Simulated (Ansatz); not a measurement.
**C2H5BFN: a spread of methods and bases**

How do the results and run time of C2H5BFN respond when the settings are drawn wide?

The runs use Ansatz 0.2.0, Gaussian basis; the settings change from run to run.

### Step 1. The relaxed structure

The structure was relaxed beforehand with PBE0-D4 in a triple-zeta def2 set.

10 atoms, charge 0, spin multiplicity 1.

Atoms are counted from 1 here; the program's logs count them from 0.

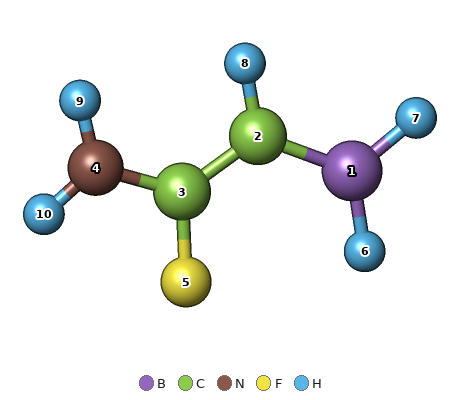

The geometry (boron purple, carbon green, nitrogen brown, fluorine yellow, hydrogen blue); atoms are numbered from 1 in the order of the file.

### Step 2. SVWN5/cc-pVTZ

Set apart from the defaults: atoms shaken by 0.15 Å, finite nuclei, a point charge of 0.50 e beside it, the search for lower states set to light.

in.yaml

```yaml
crystal:
  periodic: [false, false, false]
  atoms:
    - {symbol: B, position_ang: [-1.382220, 0.379859, 0.679996]}
    - {symbol: C, position_ang: [-0.448739, -0.340006, -0.005381]}
    - {symbol: C, position_ang: [0.669223, 0.067159, -0.368710]}
    - {symbol: N, position_ang: [1.789737, -0.166624, -0.878734]}
    - {symbol: F, position_ang: [0.829260, 1.522469, 0.002968]}
    - {symbol: H, position_ang: [-1.454175, 1.309471, 1.268098]}
    - {symbol: H, position_ang: [-2.799313, -0.447185, 1.166252]}
    - {symbol: H, position_ang: [-0.700054, -1.701490, -0.413283]}
    - {symbol: H, position_ang: [1.601365, -1.293568, -1.424967]}
    - {symbol: H, position_ang: [2.332785, 0.283614, -1.114913]}
basis:
  gaussian: {orbitals: cc-pVTZ, nuclear_model: gaussian, point_charges: [{charge: 0.50, position_ang: [6.094, 0.290, 0.708]}]}
hamiltonian: {xc: {name: SVWN5}}
scf: {lower_state_search: light}
output: {forces: true}
```

Run with:

```sh
> ansatz run in.yaml --threads 2 --pin off --events-out ev --progress --plain --max-ram 4352MiB
```

The log of the run, shortened:

```text
Functional definition: SVWN5
  name "SVWN5"
  cite "Dirac, Proc. Camb. Phil. Soc. 26, 376 (1930) doi:10.1017/S0305004100016108"
  cite "Slater, Phys. Rev. 81, 385 (1951) doi:10.1103/PhysRev.81.385"
  cite "Vosko, Wilk & Nusair, Can. J. Phys. 58, 1200 (1980) doi:10.1139/p80-159"
[...]
1161 factors; their error is unknown
[...]
mean field -6975.66885208 eV, -256.3511020358 hartree, gradient 7.1e-6 eV, S^2 0.000000; 0 other end points of the search recorded, 0 dependent functions left out
[...]
reference -6975.66888880 eV, -256.3511033852 hartree; 19, 19 occupied and 201, 201 virtual orbitals, 1161 factors
Total energy: -6975.66888880 eV, -256.3511033852 hartree
Atom 0 at    -1.382220     0.379859     0.679996 Å, force    -6.510283    -2.013909     2.891192 eV/Å
Atom 1 at    -0.448739    -0.340006    -0.005381 Å, force    -3.201631    -9.217532    -2.314695 eV/Å
Atom 2 at     0.669223     0.067159    -0.368710 Å, force     2.951466     8.128572     1.299672 eV/Å
Atom 3 at     1.789737    -0.166624    -0.878734 Å, force   -20.660267   -26.025140     5.686017 eV/Å
Atom 4 at     0.829260     1.522469     0.002968 Å, force     0.083790    -1.707951    -0.469220 eV/Å
Atom 5 at    -1.454175     1.309471     1.268098 Å, force     0.259013     2.589120     0.943077 eV/Å
Atom 6 at    -2.799313    -0.447185     1.166252 Å, force     2.646449     1.463061    -1.151758 eV/Å
Atom 7 at    -0.700054    -1.701490    -0.413283 Å, force     0.845973     3.829941     1.105791 eV/Å
Atom 8 at     1.601365    -1.293568    -1.424967 Å, force     1.485798     4.073835     1.767115 eV/Å
Atom 9 at     2.332785     0.283614    -1.114913 Å, force    22.073891    18.865126    -9.801440 eV/Å
Dipole moment:     0.790084    -0.445192    -0.681828 e Å
```

It took 3.6 s on 2 threads of Intel Xeon Platinum 8259CL at 2.50GHz, shared host.

Largest force 33.712 eV/Å, dipole 5.45 D.

### Step 3. B3LYP/6-31G

This run has D3(BJ) with three-body dispersion, relativity set to none.

in.yaml

```yaml
crystal:
  periodic: [false, false, false]
  atoms:
    - {symbol: B, position_ang: [-1.659379, 0.269407, 0.897084]}
    - {symbol: C, position_ang: [-0.543431, -0.409388, 0.161613]}
    - {symbol: C, position_ang: [0.602694, 0.217023, -0.205022]}
    - {symbol: N, position_ang: [1.664502, -0.303594, -0.840344]}
    - {symbol: F, position_ang: [0.813463, 1.497638, 0.062382]}
    - {symbol: H, position_ang: [-1.584365, 1.424745, 1.201733]}
    - {symbol: H, position_ang: [-2.646133, -0.345674, 1.187356]}
    - {symbol: H, position_ang: [-0.590023, -1.457343, -0.123536]}
    - {symbol: H, position_ang: [1.622805, -1.243946, -1.185379]}
    - {symbol: H, position_ang: [2.402867, 0.300032, -1.152887]}
basis:
  gaussian: {orbitals: 6-31G}
hamiltonian: {xc: {name: B3LYP}, dispersion: d3bjatm, pseudopotentials: {relativity: none}}
```

Launched as before.

The log of the run, shortened:

```text
Functional definition: B3LYP
  name "B3LYP"
  cite "Stephens, Devlin, Chabalowski & Frisch, J. Phys. Chem. 98, 11623 (1994) doi:10.1021/j100096a001"
  cite "Becke, Phys. Rev. A 38, 3098 (1988) doi:10.1103/PhysRevA.38.3098"
  cite "Lee, Yang & Parr, Phys. Rev. B 37, 785 (1988) doi:10.1103/PhysRevB.37.785"
  cite "Vosko, Wilk & Nusair, Can. J. Phys. 58, 1200 (1980) doi:10.1139/p80-159"
[...]
747 factors; integrals over basis functions are off by at most 2.4e-4 eV
[...]
mean field -7036.25176542 eV, -258.5774830363 hartree, gradient 2.0e-5 eV, S^2 0.000000; 0 other end points of the search recorded, 0 dependent functions left out
reference -7036.25197384 eV, -258.5774906959 hartree; 19, 19 occupied and 36, 36 virtual orbitals, 747 factors
Total energy: -7036.54254626 eV, -258.5881690351 hartree
```

Wall time 1.6 s (2 threads of Intel Xeon Platinum 8259CL at 2.50GHz, shared host).

### Step 4. PBE/def2-TZVPP

Options: coordinates scaled by 0.96, D3(BJ) with three-body dispersion, high accuracy.

in.yaml

```yaml
crystal:
  periodic: [false, false, false]
  atoms:
    - {symbol: B, position_ang: [-1.593004, 0.258631, 0.861200]}
    - {symbol: C, position_ang: [-0.521694, -0.393012, 0.155148]}
    - {symbol: C, position_ang: [0.578587, 0.208342, -0.196821]}
    - {symbol: N, position_ang: [1.597922, -0.291450, -0.806730]}
    - {symbol: F, position_ang: [0.780925, 1.437732, 0.059887]}
    - {symbol: H, position_ang: [-1.520990, 1.367755, 1.153664]}
    - {symbol: H, position_ang: [-2.540288, -0.331847, 1.139862]}
    - {symbol: H, position_ang: [-0.566422, -1.399049, -0.118595]}
    - {symbol: H, position_ang: [1.557893, -1.194188, -1.137964]}
    - {symbol: H, position_ang: [2.306752, 0.288031, -1.106772]}
basis:
  gaussian: {orbitals: def2-TZVPP}
hamiltonian: {xc: {name: PBE}, dispersion: d3bjatm}
accuracy: high
output: {forces: true}
```

Same command.

The log of the run, shortened:

```text
Functional definition: PBE
  name "PBE"
  cite "Perdew, Burke & Ernzerhof, Phys. Rev. Lett. 77, 3865 (1996) doi:10.1103/PhysRevLett.77.3865"
  parent pbe
[...]
3964 factors; integrals over basis functions are off by at most 2.9e-8 eV
[...]
mean field -7031.82541702 eV, -258.4148177332 hartree, gradient 4.0e-8 eV, S^2 0.000000; 0 other end points of the search recorded, 0 dependent functions left out
[...]
reference -7031.82542093 eV, -258.4148178767 hartree; 19, 19 occupied and 206, 206 virtual orbitals, 3964 factors
Total energy: -7032.00094400 eV, -258.4212682305 hartree
Atom 0 at    -1.593004     0.258631     0.861200 Å, force    -0.730444     0.259539     0.425234 eV/Å
Atom 1 at    -0.521694    -0.393012     0.155148 Å, force    -1.811279    -1.182489     0.517644 eV/Å
Atom 2 at     0.578587     0.208342    -0.196821 Å, force     0.079460     0.083039    -0.001502 eV/Å
Atom 3 at     1.597922    -0.291450    -0.806730 Å, force     1.284890    -0.875858    -0.382983 eV/Å
Atom 4 at     0.780925     1.437732     0.059887 Å, force     0.540958     3.892422     0.852474 eV/Å
Atom 5 at    -1.520990     1.367755     1.153664 Å, force     0.048092     1.353682     0.376641 eV/Å
Atom 6 at    -2.540288    -0.331847     1.139862 Å, force    -1.173985    -0.673176     0.363096 eV/Å
Atom 7 at    -0.566422    -1.399049    -0.118595 Å, force    -0.175755    -1.896848    -0.471139 eV/Å
Atom 8 at     1.557893    -1.194188    -1.137964 Å, force     0.011920    -2.380413    -0.881293 eV/Å
Atom 9 at     2.306752     0.288031    -1.106772 Å, force     1.926143     1.420103    -0.798172 eV/Å
Dipole moment:     0.872136    -0.292785    -0.566070 e Å
```

It took 34 s on 2 threads of Intel Xeon Platinum 8259CL at 2.50GHz, shared host; peak memory 1.3 GiB.

Largest force 4.021 eV/Å, dipole 5.19 D.

### Step 5. B2GP-PLYP/def2-TZVPP

Options: high accuracy.

in.yaml

```yaml
crystal:
  periodic: [false, false, false]
  atoms:
    - {symbol: B, position_ang: [-1.659379, 0.269407, 0.897084]}
    - {symbol: C, position_ang: [-0.543431, -0.409388, 0.161613]}
    - {symbol: C, position_ang: [0.602694, 0.217023, -0.205022]}
    - {symbol: N, position_ang: [1.664502, -0.303594, -0.840344]}
    - {symbol: F, position_ang: [0.813463, 1.497638, 0.062382]}
    - {symbol: H, position_ang: [-1.584365, 1.424745, 1.201733]}
    - {symbol: H, position_ang: [-2.646133, -0.345674, 1.187356]}
    - {symbol: H, position_ang: [-0.590023, -1.457343, -0.123536]}
    - {symbol: H, position_ang: [1.622805, -1.243946, -1.185379]}
    - {symbol: H, position_ang: [2.402867, 0.300032, -1.152887]}
basis:
  gaussian: {orbitals: def2-TZVPP}
hamiltonian: {xc: {name: B2GP-PLYP}}
accuracy: high
```

The command is unchanged.

The log of the run, shortened:

```text
Functional definition: B2GP-PLYP
  name "B2GP-PLYP"
  cite "Karton, Tarnopolsky, Lamère, Schatz & Martin, J. Phys. Chem. A 112, 12868 (2008) doi:10.1021/jp801805p"
  cite "Becke, Phys. Rev. A 38, 3098 (1988) doi:10.1103/PhysRevA.38.3098"
  cite "Lee, Yang & Parr, Phys. Rev. B 37, 785 (1988) doi:10.1103/PhysRevB.37.785"
[...]
3990 factors; integrals over basis functions are off by at most 3.6e-8 eV
[...]
mean field -7024.44860499 eV, -258.1437248912 hartree, gradient 5.8e-8 eV, S^2 0.000000; 0 other end points of the search recorded, 0 dependent functions left out
5 core orbitals not correlated: weight in the atoms' cores, before any rotation towards them, 1.000 or more for the frozen orbitals, at most 0.000 for the correlated occupied ones
reference -7024.44862490 eV, -258.1437256228 hartree; 14, 14 occupied and 206, 206 virtual orbitals, 3990 factors
second order -27.25383647 eV of doubles, -0.00000000 eV of singles
Total energy: -7034.26000603 eV, -258.5042872290 hartree
```

It took 34 s on 2 threads of Intel Xeon Platinum 8259CL at 2.50GHz, shared host; peak memory 1.4 GiB.

### Step 6. revPBE0/6-31++G**

Options: a point charge of 2.00 e beside it, D3(BJ) dispersion, high accuracy.

in.yaml: that of step 5 with these lines changed.

```diff
@@ -14,4 +14,5 @@
 basis:
-  gaussian: {orbitals: def2-TZVPP}
-hamiltonian: {xc: {name: B2GP-PLYP}}
+  gaussian: {orbitals: "6-31++G**", point_charges: [{charge: 2.00, position_ang: [5.949, 0.192, -0.106]}]}
+hamiltonian: {xc: {name: revPBE0}, dispersion: d3bj}
 accuracy: high
+output: {forces: true}
```

Same command.

The log of the run, shortened:

```text
Functional definition: revPBE0
  name "revPBE0"
  cite "Zhang & Yang, Phys. Rev. Lett. 80, 890 (1998) doi:10.1103/PhysRevLett.80.890"
  cite "Adamo & Barone, J. Chem. Phys. 110, 6158 (1999) doi:10.1063/1.478522"
  cite "Perdew, Burke & Ernzerhof, Phys. Rev. Lett. 77, 3865 (1996) doi:10.1103/PhysRevLett.77.3865"
[...]
2716 factors; integrals over basis functions are off by at most 3.6e-9 eV
[...]
mean field -7034.84414360 eV, -258.5257538887 hartree, gradient 7.9e-8 eV, S^2 0.000000; 0 other end points of the search recorded, 0 dependent functions left out
[...]
reference -7034.84414974 eV, -258.5257541142 hartree; 19, 19 occupied and 106, 106 virtual orbitals, 2716 factors
Total energy: -7035.22478844 eV, -258.5397423286 hartree
Atom 0 at    -1.659379     0.269407     0.897084 Å, force    -0.943729     0.506137     0.496431 eV/Å
Atom 1 at    -0.543431    -0.409388     0.161613 Å, force     1.121532    -0.400809    -0.566503 eV/Å
Atom 2 at     0.602694     0.217023    -0.205022 Å, force    -2.016445    -0.084099     0.808775 eV/Å
Atom 3 at     1.664502    -0.303594    -0.840344 Å, force     1.983939    -0.659481    -0.229012 eV/Å
Atom 4 at     0.813463     1.497638     0.062382 Å, force     0.425870     0.745655     0.086234 eV/Å
Atom 5 at    -1.584365     1.424745     1.201733 Å, force     0.050670    -0.036746    -0.008077 eV/Å
Atom 6 at    -2.646133    -0.345674     1.187356 Å, force     0.122725     0.014294    -0.028565 eV/Å
Atom 7 at    -0.590023    -1.457343    -0.123536 Å, force    -0.042706    -0.096447    -0.008504 eV/Å
Atom 8 at     1.622805    -1.243946    -1.185379 Å, force    -0.166801    -0.126666    -0.264094 eV/Å
Atom 9 at     2.402867     0.300032    -1.152887 Å, force    -0.428774     0.139549    -0.395588 eV/Å
Dipole moment:     0.030282    -0.355894    -0.376947 e Å
```

Wall time 16 s (2 threads of Intel Xeon Platinum 8259CL at 2.50GHz, shared host); peak memory 0.56 GiB.

Largest force 2.174 eV/Å, dipole 2.49 D.

### Step 7. wB97M-V/STO-3G

in.yaml: that of step 6 with these lines changed.

```diff
@@ -14,5 +14,3 @@
 basis:
-  gaussian: {orbitals: "6-31++G**", point_charges: [{charge: 2.00, position_ang: [5.949, 0.192, -0.106]}]}
-hamiltonian: {xc: {name: revPBE0}, dispersion: d3bj}
-accuracy: high
-output: {forces: true}
+  gaussian: {orbitals: STO-3G}
+hamiltonian: {xc: {name: wB97M-V}}
```

Same command.

The log of the run, shortened:

```text
Functional definition: wB97M-V
  name "wB97M-V"
  cite "Mardirossian & Head-Gordon, J. Chem. Phys. 144, 214110 (2016) doi:10.1063/1.4952647"
  cite "Becke, J. Chem. Phys. 107, 8554 (1997) doi:10.1063/1.475007"
  cite "Vydrov & Van Voorhis, J. Chem. Phys. 133, 244103 (2010) doi:10.1063/1.3521275"
  # Of w^i u^j: cxij and so on, Table III.
[...]
  gx(w, u) = 1 - cx + cx01*u + cx10*w
  gss(w, u) = css00 + css04*u^4 + css10*w + css20*w^2 + css43*w^4*u^3
  gos(w, u) = cos00 + cos10*w + (cos20 + cos21*u)*w^2 + (cos60 + cos61*u)*w^6
[...]
      + integral(e_c_pw_mod_opposite_spin*gos(b97_w_opposite, b97_u_opposite)) + vv10(b, c)
420 factors; integrals over basis functions are off by at most 9.0e-5 eV
148 factors; integrals over basis functions are off by at most 2.2e-6 eV
[...]
mean field -6943.40924141 eV, -255.1655832101 hartree, gradient 4.3e-5 eV, S^2 0.000000; 0 other end points of the search recorded, 0 dependent functions left out
reference -6943.40926704 eV, -255.1655841519 hartree; 19, 19 occupied and 11, 11 virtual orbitals, 420 factors
Total energy: -6943.40926704 eV, -255.1655841519 hartree
```

It took 3.1 s on 2 threads of Intel Xeon Platinum 8259CL at 2.50GHz, shared host.

### Step 8. RPBE/def2-mTZVP

Options: multiplicity 3, coordinates scaled by 1.05, the search for lower states set to light.

in.yaml

```yaml
crystal:
  periodic: [false, false, false]
  atoms:
    - {symbol: B, position_ang: [-1.742348, 0.282877, 0.941938]}
    - {symbol: C, position_ang: [-0.570603, -0.429857, 0.169693]}
    - {symbol: C, position_ang: [0.632829, 0.227874, -0.215273]}
    - {symbol: N, position_ang: [1.747727, -0.318773, -0.882361]}
    - {symbol: F, position_ang: [0.854137, 1.572520, 0.065502]}
    - {symbol: H, position_ang: [-1.663583, 1.495982, 1.261820]}
    - {symbol: H, position_ang: [-2.778440, -0.362957, 1.246724]}
    - {symbol: H, position_ang: [-0.619524, -1.530210, -0.129713]}
    - {symbol: H, position_ang: [1.703945, -1.306144, -1.244648]}
    - {symbol: H, position_ang: [2.523010, 0.315034, -1.210532]}
basis:
  gaussian: {orbitals: def2-mTZVP}
magnetization: {spin_polarized: true, initial_magnetization: 2}
hamiltonian: {xc: {name: RPBE}}
scf: {lower_state_search: light}
```

Launched as before.

The log of the run:

```text
Functional definition: RPBE
  name "RPBE"
  cite "Hammer, Hansen & Nørskov, Phys. Rev. B 59, 7413 (1999) doi:10.1103/PhysRevB.59.7413"
  cite "Perdew, Burke & Ernzerhof, Phys. Rev. Lett. 77, 3865 (1996) doi:10.1103/PhysRevLett.77.3865"
  parameter kappa = 0.804
  parameter beta = 0.06672455060314922
  exchange = rpbe_x(kappa = kappa, mu = beta*pi^2/3)
  correlation = pbe_c(beta = beta)
1043 factors; their error is unknown
mean field evaluation 1: about -7028.5006 eV, gradient 4.2e1 eV
mean field evaluation 2: about -7015.0523 eV, gradient 6.0e1 eV
mean field evaluation 4: about -7036.7395 eV, gradient 7.9e0 eV
mean field evaluation 8: about -7036.9298 eV, gradient 3.0e-1 eV
mean field evaluation 16: about -7036.8987 eV, gradient 1.7e-3 eV
mean field -7036.89870707 eV, -258.6012577034 hartree, gradient 3.7e-5 eV, S^2 2.005450; 2 other end points of the search recorded, 0 dependent functions left out
reference -7036.89875301 eV, -258.6012593917 hartree; 20, 18 occupied and 90, 92 virtual orbitals, 1043 factors
Total energy: -7036.89875301 eV, -258.6012593917 hartree
```

Wall time 4 s (2 threads of Intel Xeon Platinum 8259CL at 2.50GHz, shared host).

⟨S²⟩ 2.005.

### Step 9. B97/def2-SVPD

This run has multiplicity 3.

in.yaml

```yaml
crystal:
  periodic: [false, false, false]
  atoms:
    - {symbol: B, position_ang: [-1.659379, 0.269407, 0.897084]}
    - {symbol: C, position_ang: [-0.543431, -0.409388, 0.161613]}
    - {symbol: C, position_ang: [0.602694, 0.217023, -0.205022]}
    - {symbol: N, position_ang: [1.664502, -0.303594, -0.840344]}
    - {symbol: F, position_ang: [0.813463, 1.497638, 0.062382]}
    - {symbol: H, position_ang: [-1.584365, 1.424745, 1.201733]}
    - {symbol: H, position_ang: [-2.646133, -0.345674, 1.187356]}
    - {symbol: H, position_ang: [-0.590023, -1.457343, -0.123536]}
    - {symbol: H, position_ang: [1.622805, -1.243946, -1.185379]}
    - {symbol: H, position_ang: [2.402867, 0.300032, -1.152887]}
basis:
  gaussian: {orbitals: def2-SVPD}
magnetization: {spin_polarized: true, initial_magnetization: 2}
hamiltonian: {xc: {name: B97}}
output: {forces: true}
```

The command is unchanged.

The log of the run, shortened:

```text
Functional definition: B97
  name "B97"
  cite "Becke, J. Chem. Phys. 107, 8554 (1997) doi:10.1063/1.475007"
[...]
      + integral(e_c_pw_opposite_spin*poly(b97_u_opposite, cos0, cos1, cos2))
1177 factors; their error is unknown
[...]
mean field -7027.35335031 eV, -258.2504723128 hartree, gradient 1.8e-5 eV, S^2 2.005105; 0 other end points of the search recorded, 0 dependent functions left out
[...]
reference -7027.35338091 eV, -258.2504734372 hartree; 20, 18 occupied and 123, 125 virtual orbitals, 1177 factors
Total energy: -7027.35338091 eV, -258.2504734372 hartree
Atom 0 at    -1.659379     0.269407     0.897084 Å, force    -1.581796     0.350400     0.842830 eV/Å
Atom 1 at    -0.543431    -0.409388     0.161613 Å, force    -2.301802    -1.690190     0.619431 eV/Å
Atom 2 at     0.602694     0.217023    -0.205022 Å, force     2.960930     1.864707    -0.934033 eV/Å
Atom 3 at     1.664502    -0.303594    -0.840344 Å, force     0.776117    -0.979167    -0.506441 eV/Å
Atom 4 at     0.813463     1.497638     0.062382 Å, force    -0.160855     1.020049     0.386661 eV/Å
Atom 5 at    -1.584365     1.424745     1.201733 Å, force     0.092253     0.190256     0.018158 eV/Å
Atom 6 at    -2.646133    -0.345674     1.187356 Å, force    -0.140829    -0.188595     0.015568 eV/Å
Atom 7 at    -0.590023    -1.457343    -0.123536 Å, force    -0.084552    -0.383379    -0.058729 eV/Å
Atom 8 at     1.622805    -1.243946    -1.185379 Å, force     0.144412    -0.323627    -0.210834 eV/Å
Atom 9 at     2.402867     0.300032    -1.152887 Å, force     0.296122     0.139545    -0.172612 eV/Å
Dipole moment:     0.978595    -0.536451    -0.687532 e Å
```

It took 15 s on 2 threads of Intel Xeon Platinum 8259CL at 2.50GHz, shared host; peak memory 0.48 GiB.

Largest force 3.622 eV/Å, dipole 6.30 D, ⟨S²⟩ 2.005.

### Step 10. wB97X-V/aug-cc-pVDZ

Options: charge +1, multiplicity 2.

in.yaml: that of step 9 with these lines changed.

```diff
@@ -14,5 +14,5 @@
 basis:
-  gaussian: {orbitals: def2-SVPD}
-magnetization: {spin_polarized: true, initial_magnetization: 2}
-hamiltonian: {xc: {name: B97}}
-output: {forces: true}
+  gaussian: {orbitals: aug-cc-pVDZ}
+total_charge: 1
+magnetization: {spin_polarized: true, initial_magnetization: 1}
+hamiltonian: {xc: {name: wB97X-V}}
```

Launched as before.

The log of the run, shortened:

```text
Functional definition: wB97X-V
  name "wB97X-V"
  cite "Mardirossian & Head-Gordon, Phys. Chem. Chem. Phys. 16, 9904 (2014) doi:10.1039/C3CP54374A"
  cite "Becke, J. Chem. Phys. 107, 8554 (1997) doi:10.1063/1.475007"
  cite "Vydrov & Van Voorhis, J. Chem. Phys. 133, 244103 (2010) doi:10.1063/1.3521275"
[...]
      + integral(e_c_pw_opposite_spin*poly(b97_u_opposite, cos0, cos1)) + vv10(b, c)
1395 factors; their error is unknown
666 factors; integrals over basis functions are off by at most 5.0e-6 eV
[...]
mean field -7027.70944043 eV, -258.2635583831 hartree, gradient 8.0e-5 eV, S^2 0.764567; 0 other end points of the search recorded, 0 dependent functions left out
reference -7027.70943785 eV, -258.2635582884 hartree; 19, 18 occupied and 141, 142 virtual orbitals, 1395 factors
Total energy: -7027.70943785 eV, -258.2635582884 hartree
```

It took 26 s on 2 threads of Intel Xeon Platinum 8259CL at 2.50GHz, shared host; peak memory 0.72 GiB.

⟨S²⟩ 0.765.

### Step 11. All runs side by side

```tsv
level	charge	multiplicity	geometry	functions	energy (eV)	time
SVWN5/cc-pVTZ	0	1	shaken, point charge	220	-6975.669	3.6 s
B3LYP/6-31G	0	1	relaxed	55	-7036.543	1.6 s
PBE/def2-TZVPP	0	1	scaled	225	-7032.001	34 s
B2GP-PLYP/def2-TZVPP	0	1	relaxed	225	-7034.260	34 s
revPBE0/6-31++G**	0	1	relaxed, point charge	125	-7035.225	16 s
wB97M-V/STO-3G	0	1	relaxed	30	-6943.409	3.1 s
RPBE/def2-mTZVP	0	3	scaled	110	-7036.899	4 s
B97/def2-SVPD	0	3	relaxed	143	-7027.353	15 s
wB97X-V/aug-cc-pVDZ	1	2	relaxed	160	-7027.709	26 s
```

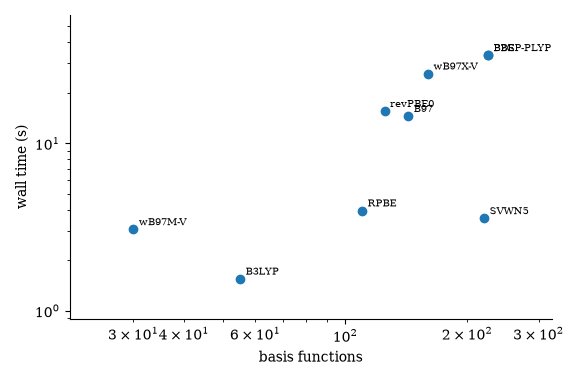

Wall time against the number of basis functions (shared host).

### Step 12. Outcome

| quantity | value |
| --- | --- |
| runs | 9 |
| quickest | B3LYP/6-31G, 1.6 s |
| slowest | B2GP-PLYP/def2-TZVPP, 34 s |
| spread of total energies, same state and geometry | 93.1 eV |

In words: B2GP-PLYP/def2-TZVPP took 22 times as long as B3LYP/6-31G. The jobs differ in tasks and options as well as level. Total energies at one charge and spin differ by 93 eV between levels, so only differences within one level mean anything.
